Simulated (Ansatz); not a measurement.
# Σ9 (221) boundary in fcc Cu: structure and resistance, part 3 of 3

Aim: the relaxed structure and the specific resistance of the Σ9 (221) boundary in fcc Cu.

Ansatz 0.2.0; Ansatz plane-wave DFT, PBE, PAW files; relaxation of a bicrystal slab with its lowest layers held; PAW set soft_1 (the session's first sound run).

So far. Step 3 (Transmission across the boundary): Over the solved energies the transmission per spin lies between 2.29 and 2.34, out of 2.81 channels of the lead on average (up to 2.85). Step 4 (Specific resistance): Averaged over the energies near the Fermi level, 82.4 % of the channels pass, which makes 0.192 fΩ m².

## (5) Single-crystal slab for reference

This step: Ansatz plane-wave DFT, PBE, PAW files; relaxation of a single-crystal slab with its lowest layers held; PAW set soft_1 (Ansatz 0.2.0).

System of this step: Cu slab, plane (2, 2, 1). The cell holds 33 atoms: 33 Cu. Its edges and angles: a = 2.556 Å, b = 7.668 Å, c = 30.280 Å, α = 90.0°, β = 90.0°, γ = 90.0°. It derives from Cu. Vacuum lies along c.

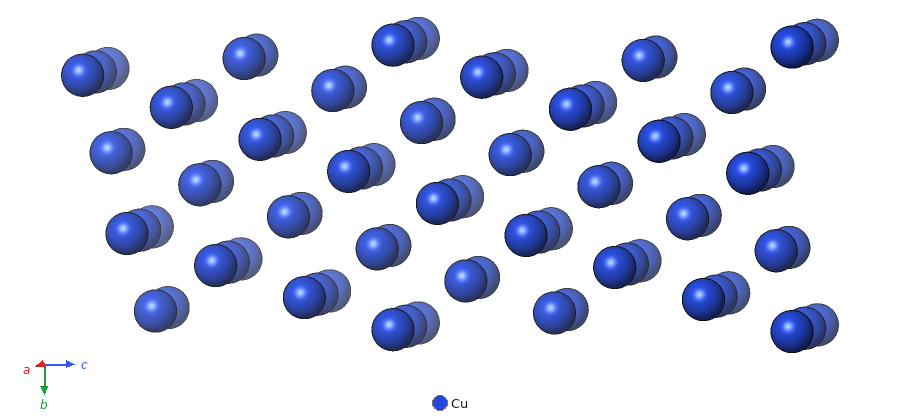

The cell of this step (copper blue). 2×1×1 cells are drawn. Some periodic images of atoms are drawn too.

input.yaml

```yaml
crystal:
  lattice:
    - [2.5561627297, 0.0, 0.0]
    - [0.0, 7.6684881892, 0.0]
    - [0.0, 0.0, 30.2797866656]
  atoms:
    - { symbol: Cu, position: [0.9999999994, 0.1111111112, 0.1651266588] }
    - { symbol: Cu, position: [0.4999999994, 0.3888888889, 0.185024201] }
    - { symbol: Cu, position: [0.9999999994, 0.6666666667, 0.2049217432] }
    - { symbol: Cu, position: [0.4999999994, 0.9444444445, 0.2248192854] }
    - { symbol: Cu, position: [0.9999999995, 0.2222222223, 0.2447168276] }
    - { symbol: Cu, position: [0.4999999995, 0.5, 0.2646143698] }
    - { symbol: Cu, position: [0.9999999995, 0.7777777778, 0.284511912] }
    - { symbol: Cu, position: [0.4999999995, 0.0555555556, 0.3044094542] }
    - { symbol: Cu, position: [0.9999999995, 0.3333333334, 0.3243069964] }
    - { symbol: Cu, position: [0.4999999996, 0.6111111111, 0.3442045387] }
    - { symbol: Cu, position: [0.9999999996, 0.8888888889, 0.3641020809] }
    - { symbol: Cu, position: [0.4999999996, 0.1666666667, 0.3839996231] }
    - { symbol: Cu, position: [0.9999999996, 0.4444444445, 0.4038971653] }
    - { symbol: Cu, position: [0.4999999996, 0.7222222222, 0.4237947075] }
    - { symbol: Cu, position: [0.9999999996, 0.0, 0.4436922497] }
    - { symbol: Cu, position: [0.4999999997, 0.2777777778, 0.4635897919] }
    - { symbol: Cu, position: [0.9999999997, 0.5555555556, 0.4834873341] }
    - { symbol: Cu, position: [0.4999999997, 0.8333333334, 0.5033848763] }
    - { symbol: Cu, position: [0.9999999997, 0.1111111111, 0.5232824185] }
    - { symbol: Cu, position: [0.4999999997, 0.3888888889, 0.5431799608] }
    - { symbol: Cu, position: [0.9999999998, 0.6666666667, 0.563077503] }
    - { symbol: Cu, position: [0.4999999998, 0.9444444445, 0.5829750452] }
    - { symbol: Cu, position: [0.9999999998, 0.2222222222, 0.6028725874] }
    - { symbol: Cu, position: [0.4999999998, 0.5, 0.6227701296] }
    - { symbol: Cu, position: [0.9999999998, 0.7777777778, 0.6426676718] }
    - { symbol: Cu, position: [0.4999999999, 0.0555555556, 0.662565214] }
    - { symbol: Cu, position: [0.9999999999, 0.3333333333, 0.6824627562] }
    - { symbol: Cu, position: [0.4999999999, 0.6111111111, 0.7023602984] }
    - { symbol: Cu, position: [0.9999999999, 0.8888888889, 0.7222578406] }
    - { symbol: Cu, position: [0.4999999999, 0.1666666667, 0.7421553829] }
    - { symbol: Cu, position: [1.0, 0.4444444444, 0.7620529251] }
    - { symbol: Cu, position: [0.5, 0.7222222222, 0.7819504673] }
    - { symbol: Cu, position: [0.0, 0.0, 0.8018480095] }
kpoints:
  mp_grid: { grid: [9, 3, 1] }
hamiltonian:
  xc: pbe
  pseudopotentials: { kind: paw, azcp: { folder: soft_1 } }
scf:
  occupations: { method: fermi_dirac, width: 0.1 }
relax:
  f_tol: 0.03
  max_steps: 80
  constraints: [{ sites: [0, 1, 2, 3, 4] }]
```

On the command line:

```bash
> ansatz run input.yaml --threads 4 --pin off --max-ram 15360MiB --backend cpu --events-out ev --progress --plain --runs-dir out
```

Numbers of over 12 decimals in the logs are rounded to 6 here.

What it wrote:

```text
Warning: crystal.symmetry: narrowed to the stabiliser of the relax constraints — unitary ops 4 → 2; lowered at sites 0, 1, 2, 3, 4, 28, 29, 30, 31, 32 (the operations that carried what is held of a site onto what its image site leaves free; the constrained walk keeps no symmetry that its constraints do not admit)
[...]
Crystal: 33 atoms, lattice volume = 593.541 Å³
Basis set: ecut = 420 eV, 11701 PW (Γ), exchange–correlation on 36×108×432 points (8 copies of the dense FFT grid, shifted against one another)
Bands: 377, of which v1, the nominal top of the filled ones, is band 314 counted from 1 (313 counted from 0)
Symmetry: 2 space group operations
k-points: 10 of 27 (time reversal used)
[...]
SCF iter   1: F=—  HF=-218656.215795 eV  |F-HF|=—  |Δ(HF+E_count)|=         —  Δρ=2.12e-1  dr2=1.61e2  ethr=3.10e-3  ⟨swp⟩=5.8  Hψ=13852  notcnv=0  defer=117
[...]
SCF iter  10: F=-218627.570330 eV  HF=-218627.570311 eV  |F-HF|=1.88e-5  |Δ(HF+E_count)|=   1.28e-5  Δρ=4.15e-5  dr2=7.17e-6  ethr=3.59e-9  ⟨swp⟩=3.0  Hψ=13800  notcnv=0
SCF 1 converged in 10 iterations: F = -218627.570330 eV  dr2 = 7.17e-6
[...]
relax step   1: F+E_penalty+E_count = -218627.57032974 eV  Δ(F+E_penalty+E_count) = +0.000e0 eV  max|allowed force component| = 4.026e-1 eV/Å  Δτ_max = 0.0000 Å  (10 SCF iters, dr2 threshold 2.25e-5 eV, accepted)
[...]
SCF iter   6: F=-218627.598811 eV  HF=-218627.598813 eV  |F-HF|=2.34e-6  |Δ(HF+E_count)|=   5.48e-5  Δρ=2.80e-5  dr2=9.59e-6  ethr=1.62e-9  ⟨swp⟩=3.0  Hψ=14265  notcnv=0
SCF 2 converged in 6 iterations: F = -218627.598811 eV  dr2 = 9.59e-6
relax step   2: F+E_penalty+E_count = -218627.59881090 eV  Δ(F+E_penalty+E_count) = -2.848e-2 eV  max|allowed force component| = 2.523e-1 eV/Å  Δτ_max = 0.0563 Å  (6 SCF iters, dr2 threshold 1.01e-5 eV, accepted)
SCF iter   1: F=—  HF=-218627.694999 eV  |F-HF|=—  |Δ(HF+E_count)|=         —  Δρ=7.68e-3  dr2=1.97e-1  ethr=2.76e-4  ⟨swp⟩=5.6  Hψ=9643  notcnv=0  defer=419
[...]
SCF iter   9: F=-218627.618571 eV  HF=-218627.618572 eV  |F-HF|=4.55e-7  |Δ(HF+E_count)|=   5.03e-7  Δρ=5.98e-6  dr2=6.06e-7  ethr=6.35e-10  ⟨swp⟩=2.0  Hψ=11457  notcnv=0
SCF 3 converged in 9 iterations: F = -218627.618571 eV  dr2 = 6.06e-7
relax step   3: F+E_penalty+E_count = -218627.61857138 eV  Δ(F+E_penalty+E_count) = -1.976e-2 eV  max|allowed force component| = 5.750e-2 eV/Å  Δτ_max = 0.1188 Å  (9 SCF iters, dr2 threshold 3.98e-6 eV, accepted)
SCF iter   1: F=—  HF=-218627.633526 eV  |F-HF|=—  |Δ(HF+E_count)|=         —  Δρ=3.07e-3  dr2=3.08e-2  ethr=5.00e-5  ⟨swp⟩=4.9  Hψ=7344  notcnv=0  defer=431
[...]
SCF iter   9: F=-218627.621095 eV  HF=-218627.621095 eV  |F-HF|=4.82e-8  |Δ(HF+E_count)|=   7.48e-8  Δρ=3.35e-6  dr2=5.59e-8  ethr=1.59e-11  ⟨swp⟩=3.0  Hψ=14900  notcnv=0
SCF 4 converged in 9 iterations: F = -218627.621095 eV  dr2 = 5.59e-8
relax step   4: F+E_penalty+E_count = -218627.62109541 eV  Δ(F+E_penalty+E_count) = -2.524e-3 eV  max|allowed force component| = 2.054e-2 eV/Å  Δτ_max = 0.0290 Å  (9 SCF iters, accepted)
SCF converged after 9 iterations
Free energy (F): -218627.621095 eV
[...]
Internal energy: -218627.335623 eV  (E = F + TS)
E sigma→0 (E₀):  -218627.478359 eV
Entropy (-TS):   -0.285473 eV (-8.651 meV/atom)
Fermi energy:    9.222536 eV
[...]
--- Forces (eV/Å), atoms counted from 1 ---
  atom   1  Cu     0.00000000     0.09306632     0.40523290
  atom   2  Cu     0.00000000    -0.03450494    -0.02014232
  atom   3  Cu     0.00000000     0.02732320    -0.06276958
  atom   4  Cu    -0.00000000    -0.10565069    -0.29835242
  atom   5  Cu    -0.00000000    -0.00345225    -0.03777549
  atom   6  Cu    -0.00000000    -0.00147616     0.00331472
  atom   7  Cu    -0.00000000     0.00031931     0.00164631
  atom   8  Cu    -0.00000000     0.00170979     0.00018194
  atom   9  Cu    -0.00000000    -0.00123742    -0.00005286
  atom  10  Cu     0.00000000     0.00054220     0.00033668
  atom  11  Cu     0.00000000     0.00129937    -0.00066298
  atom  12  Cu     0.00000000     0.00012854    -0.00195319
  atom  13  Cu     0.00000000     0.00022775     0.00005174
  atom  14  Cu    -0.00000000     0.00146727    -0.00033738
  atom  15  Cu    -0.00000000     0.00100918    -0.00025295
  atom  16  Cu    -0.00000000     0.00011135     0.00037918
  atom  17  Cu    -0.00000000     0.00115109    -0.00024547
  atom  18  Cu     0.00000000     0.00162974    -0.00017164
  atom  19  Cu     0.00000000     0.00116490     0.00158329
  atom  20  Cu     0.00000000    -0.00028341    -0.00156634
  atom  21  Cu    -0.00000000     0.00353332    -0.00110386
  atom  22  Cu    -0.00000000     0.00321761     0.00131769
  atom  23  Cu    -0.00000000    -0.00310270    -0.00051661
  atom  24  Cu     0.00000000     0.00442806    -0.00562219
  atom  25  Cu     0.00000000     0.00639407    -0.00366261
  atom  26  Cu     0.00000000    -0.00180368    -0.01033798
  atom  27  Cu     0.00000000     0.00423644     0.00201187
  atom  28  Cu     0.00000000     0.00893888     0.00504989
  atom  29  Cu    -0.00000000    -0.00831589     0.00336440
  atom  30  Cu     0.00000000     0.00287843     0.00496424
  atom  31  Cu     0.00000000     0.00477533    -0.00236978
  atom  32  Cu    -0.00000000    -0.01087608    -0.00227081
  atom  33  Cu    -0.00000000     0.00110902     0.02054273
  max |Σ_I F_I| component: 1.89e-4 eV/Å
--- Relaxed structure (4 steps of the walk, 4 accepted, 0 SCFs on fresh bases) ---
  F+E_penalty+E_count = -218627.62109541 eV   max|allowed force component| = 2.054e-2 eV/Å
  atoms:
    - { symbol: Cu, position: [1.0, 0.111111, 0.165127] }
    - { symbol: Cu, position: [0.5, 0.388889, 0.185024] }
    - { symbol: Cu, position: [1.0, 0.666667, 0.204922] }
    - { symbol: Cu, position: [0.5, 0.944444, 0.224819] }
    - { symbol: Cu, position: [1.0, 0.222222, 0.244717] }
    - { symbol: Cu, position: [0.5, 0.501671, 0.264443] }
    - { symbol: Cu, position: [1.0, 0.780192, 0.284785] }
    - { symbol: Cu, position: [0.5, 0.057796, 0.304923] }
    - { symbol: Cu, position: [1.0, 0.336160, 0.324652] }
    - { symbol: Cu, position: [0.5, 0.613766, 0.344772] }
    - { symbol: Cu, position: [1.0, 0.891409, 0.365114] }
    - { symbol: Cu, position: [0.5, 0.169274, 0.384919] }
    - { symbol: Cu, position: [1.0, 0.446848, 0.404987] }
    - { symbol: Cu, position: [0.5, 0.724361, 0.425123] }
    - { symbol: Cu, position: [1.0, 0.00240408, 0.445338] }
    - { symbol: Cu, position: [0.5, 0.280341, 0.465293] }
    - { symbol: Cu, position: [1.0, 0.557993, 0.485445] }
    - { symbol: Cu, position: [0.5, 0.835589, 0.505570] }
    - { symbol: Cu, position: [1.0, 0.113603, 0.525508] }
    - { symbol: Cu, position: [0.5, 0.391708, 0.545733] }
    - { symbol: Cu, position: [1.0, 0.669183, 0.565946] }
    - { symbol: Cu, position: [0.5, 0.947071, 0.585921] }
    - { symbol: Cu, position: [1.0, 0.225160, 0.605740] }
    - { symbol: Cu, position: [0.5, 0.502244, 0.626172] }
    - { symbol: Cu, position: [1.0, 0.780457, 0.646133] }
    - { symbol: Cu, position: [0.5, 0.060273, 0.665925] }
    - { symbol: Cu, position: [1.0, 0.336315, 0.686381] }
    - { symbol: Cu, position: [0.5, 0.614017, 0.706313] }
    - { symbol: Cu, position: [1.0, 0.895623, 0.725155] }
    - { symbol: Cu, position: [0.5, 0.177980, 0.747404] }
    - { symbol: Cu, position: [1.0, 0.450941, 0.766896] }
    - { symbol: Cu, position: [0.5, 0.726317, 0.785212] }
    - { symbol: Cu, position: [-8.26279132623368e-18, 0.000444323, 0.802081] }
```

Elapsed: 9.2 min, on 4 threads of Arm Neoverse V1, shared host; peak memory 4.7 GiB; 37 min of CPU time.

The steps of the relaxation:

```csv
step,energy less that of the first step (eV),largest force component (eV/Å)
1,0.0000,0.4026
2,-0.0285,0.2523
3,-0.0482,0.0575
4,-0.0508,0.0205
```

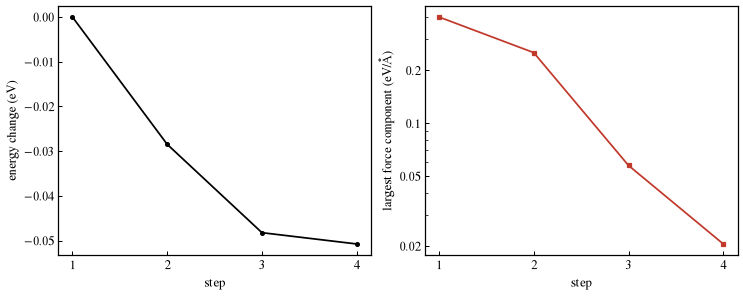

Energy and largest force along the relaxation.

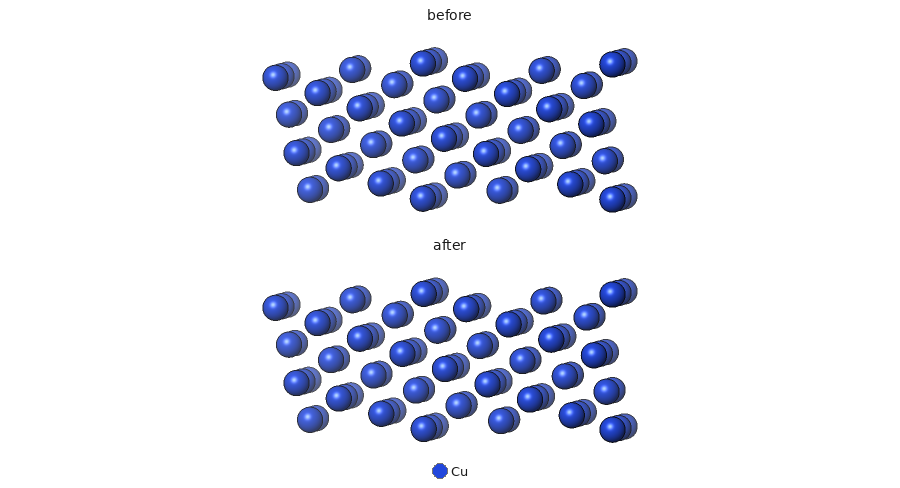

The structure before and after the relaxation, drawn at the same scale.

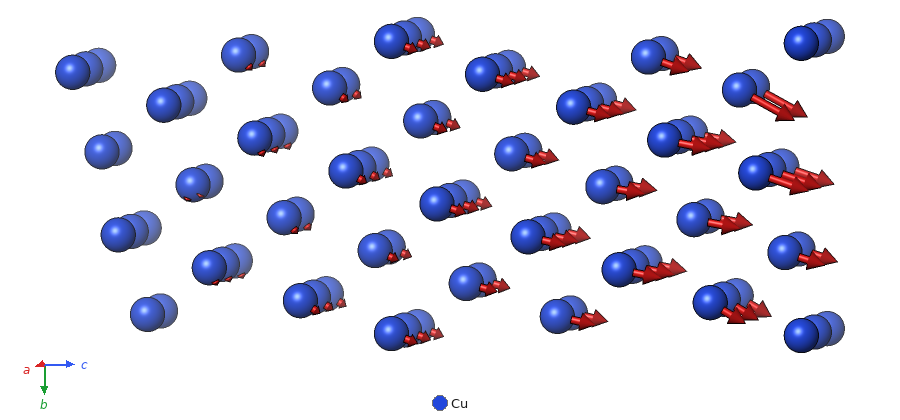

Displacements in the relaxation, exaggerated; the longest in the cell stands for 0.18 Å. 2×1×1 cells are drawn. Some periodic images of atoms are drawn too.

The atoms that moved most (Å):

```csv
atom,dx,dy,dz,length
Cu30,0.000,0.087,0.159,0.181
Cu31,0.000,0.050,0.147,0.155
Cu28,0.000,0.022,0.120,0.122
Cu27,0.000,0.023,0.119,0.121
Cu26,0.000,0.036,0.102,0.108
Cu25,0.000,0.021,0.105,0.107
Cu24,0.000,0.017,0.103,0.104
Cu32,0.000,0.031,0.099,0.104
```

The relaxed structure:

```xyz
33
Lattice="2.5562 0.0000 0.0000 0.0000 7.6685 0.0000 0.0000 0.0000 30.2798" Properties=species:S:1:pos:R:3
Cu    2.5562    0.8521    5.0000
Cu    1.2781    2.9822    5.6025
Cu    2.5562    5.1123    6.2050
Cu    1.2781    7.2425    6.8075
Cu    2.5562    1.7041    7.4100
Cu    1.2781    3.8471    8.0073
Cu    2.5562    5.9829    8.6232
Cu    1.2781    0.4432    9.2330
Cu    2.5562    2.5778    9.8304
Cu    1.2781    4.7067   10.4396
Cu    2.5562    6.8358   11.0556
Cu    1.2781    1.2981   11.6553
Cu    2.5562    3.4266   12.2629
Cu    1.2781    5.5548   12.8726
Cu    2.5562    0.0184   13.4848
Cu    1.2781    2.1498   14.0890
Cu    2.5562    4.2790   14.6992
Cu    1.2781    6.4077   15.3085
Cu    2.5562    0.8712   15.9123
Cu    1.2781    3.0038   16.5247
Cu    2.5562    5.1316   17.1367
Cu    1.2781    7.2626   17.7416
Cu    2.5562    1.7266   18.3417
Cu    1.2781    3.8515   18.9603
Cu    2.5562    5.9849   19.5648
Cu    1.2781    0.4622   20.1641
Cu    2.5562    2.5790   20.7835
Cu    1.2781    4.7086   21.3870
Cu    2.5562    6.8681   21.9575
Cu    1.2781    1.3648   22.6312
Cu    2.5562    3.4580   23.2215
Cu    1.2781    5.5698   23.7761
Cu    0.0000    0.0034   24.2868
```

This step gave:

| Property | Result |
| --- | --- |
| free energy | -218627.6211 eV |
| energy at zero smearing | -218627.4784 eV |
| Fermi energy | 9.223 eV |

The largest force component on a free atom ends at 0.021 eV/Å, under the tolerance of 0.03, after 4 steps.

## (6) Bulk reference

This step: Ansatz plane-wave DFT, PBE, PAW files; bulk reference; PAW set soft_1 (Ansatz 0.2.0).

System of this step: Cu. The structure is cubic, space group Fm-3m (No. 225). The conventional cell has a = 3.615 Å, b = 3.615 Å, c = 3.615 Å, α = 90.00°, β = 90.00°, γ = 90.00°. Nearest to Cu lie 12 Cu at 2.56 Å.

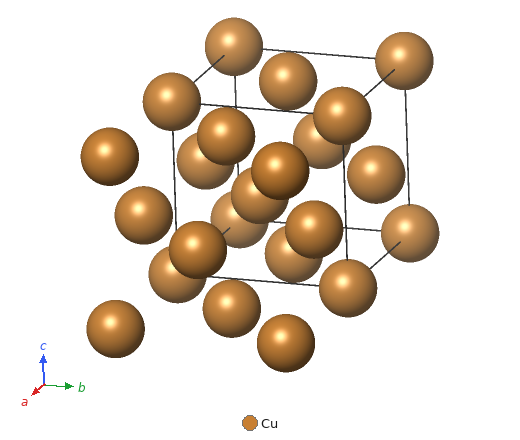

The cell of this step (copper orange). 2×1×1 conventional cells are drawn. Some periodic images of atoms are drawn too.

input.yaml, the sections that differ from step 5:

```yaml
crystal:
  lattice:
    - [0.0, 1.80748, 1.80748]
    - [1.80748, 0.0, 1.80748]
    - [1.80748, 1.80748, 0.0]
  atoms:
    - { symbol: Cu, position: [0.0, 0.0, 0.0] }
kpoints:
  mp_grid: { grid: [21, 21, 21] }
# hamiltonian, scf: as in step 5
# relax: removed
```

What it wrote:

```text
[...]
Crystal: 1 atoms, lattice volume = 11.810 Å³
Basis set: ecut = 420 eV, 259 PW (Γ)
Bands: 14, of which v1, the nominal top of the filled ones, is band 10 counted from 1 (9 counted from 0)
Symmetry: 48 space group operations
[...]
k-points: 286 of 9261
[...]
SCF iter   1: F=—  HF=-6626.103945 eV  |F-HF|=—  |Δ(HF+E_count)|=         —  Δρ=2.68e-1  dr2=5.09e0  ethr=3.10e-3  ⟨swp⟩=4.9  Hψ=19163  notcnv=0
[...]
SCF iter   7: F=-6625.187333 eV  HF=-6625.187333 eV  |F-HF|=7.64e-11  |Δ(HF+E_count)|=  1.01e-10  Δρ=1.66e-6  dr2=1.97e-10  ethr=5.26e-10  ⟨swp⟩=2.0  Hψ=7881  notcnv=0
SCF 1 converged in 7 iterations: F = -6625.187333 eV  dr2 = 1.97e-10
[...]
SCF converged after 7 iterations
Free energy (F): -6625.187333 eV
[...]
Internal energy: -6625.176373 eV  (E = F + TS)
E sigma→0 (E₀):  -6625.181853 eV
Entropy (-TS):   -0.010960 eV (-10.960 meV/atom)
Fermi energy:    16.384214 eV
[...]
```

Elapsed: 0.86 s, on 4 threads; peak memory 0.3 GiB.

Numbers from this step:

```
free energy             : -6625.1873 eV
energy at zero smearing : -6625.1819 eV
Fermi energy            : 16.38 eV
```

## (7) Boundary energy

This step: Ansatz plane-wave DFT, PBE, PAW files; bicrystal less single-crystal slab less bulk atoms, a boundary area; PAW set soft_1 (Ansatz 0.2.0).

Numbers from this step:

```
excess energy of the cell : 1.017 eV
boundary energy           : 0.8312 J/m²
```

The boundary costs 0.83 J/m².

By hand: 1.02 eV / 19.60 Å² × 16.02 = 0.831 J/m².

## (8) Summary of results

- specific resistance of the boundary: 0.192 fΩ m²
- share of channels that pass: 0.824
- boundary energy: 0.831 J/m²

In words: The boundary has a specific resistance of 0.19 fΩ m² and an energy of 0.83 J/m². The boundary reflects 18 % of the channels; 0.19 fΩ m² is 1.9×10⁻¹² Ω·cm². That equals the resistance of 11 nm of bulk Cu at 300 K (measured 1.725 µΩ cm, CRC Handbook of Chemistry and Physics, 84th ed., 2003, Electrical Resistivity of Pure Metals). One starting structure was relaxed; another shift or atom count at the boundary may lie lower.

[Logs are printed without paths, hosts, clocks, repeated set-up lines and the standing remarks that a program may print on its own settings, such as how far it seeks lower states.]

[Hosts, paths, dates, database ids (printed as entryN), source tags and the programs' standing remarks are cut or masked in the printed files.]
